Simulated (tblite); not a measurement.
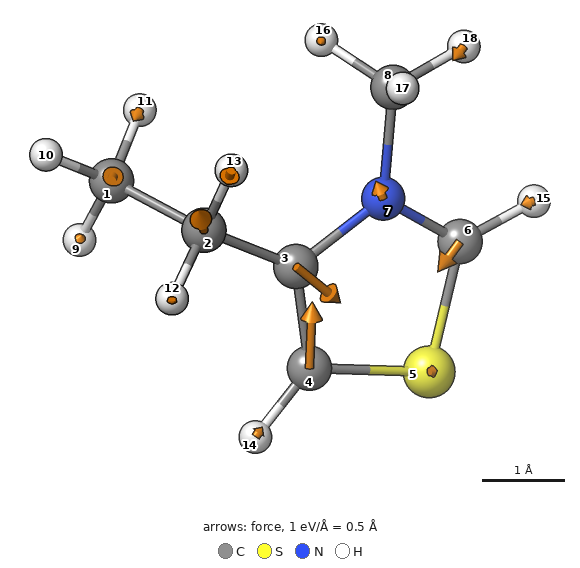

Starting geometry of C6H10NS (charge +1) with the computed forces as orange arrows. Style: ball-and-stick. Shown at a tilt.

These are results of tblite 0.8.0, GFN2-xTB geometry optimisation, gas phase, not measurements. 

What follows when this structure is relaxed?

Answer. It isn't relaxed: the largest force vector, on C4, is 1.77 eV/Å. The final displacements follow the starting forces only in part (cosine between the two patterns 0.37). H14 moves most after the best rigid fit: 0.088 Å. Largest moves by element: H 0.088 Å, C 0.061 Å, S 0.042 Å, N 0.016 Å. Some distances before and after: C3–C4 1.398 → 1.361 Å, C2–H13 1.115 → 1.090 Å, N7–C8 1.465 → 1.442 Å, C3–N7 1.393 → 1.373 Å. Bond angles that change, for instance: N7–C6–H15 125.7° → 122.8°, C4–S5–C6 92.4° → 89.6°, H12–C2–H13 105.3° → 108.1°. After 35 geometry steps the energy has fallen by 2.90 kcal/mol. The run took 0.52 s on 1 thread of AMD EPYC 7R43 64-Core Processor, on a shared host.
